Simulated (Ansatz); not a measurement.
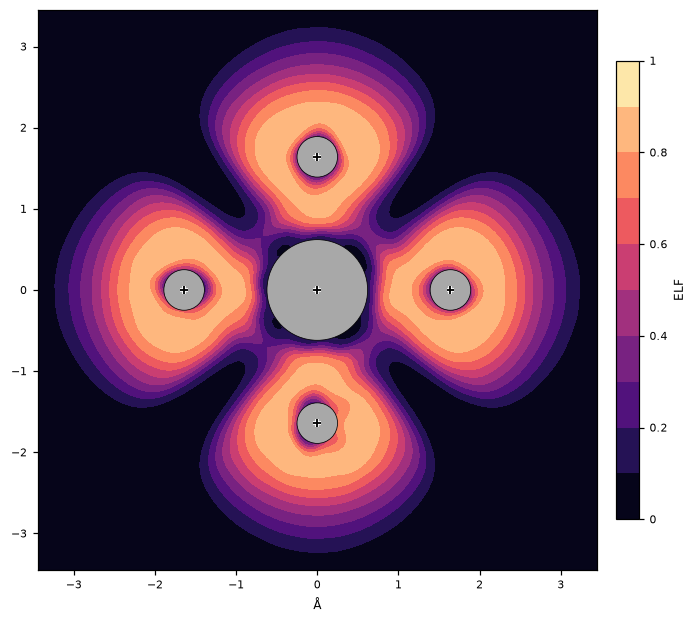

The ELF on a plane through atoms (crosses mark nuclei in the plane; grey discs cover the cores).

Theory: Ansatz 0.2.0, isolated molecule in a Gaussian basis; Kohn-Sham density functional theory, functional PBE0.

Candidates:
A. ClFH2Si2Sn
B. F6P (charge −1)
C. CH2AlClF (charge −1)

### Which system is this?

Candidate B: F6P on the plane of atoms F5, P7 and F6, which holds F and P. P–F (1.64 Å): the ELF peaks at about 0.85 between the atoms; a polar covalent bond.
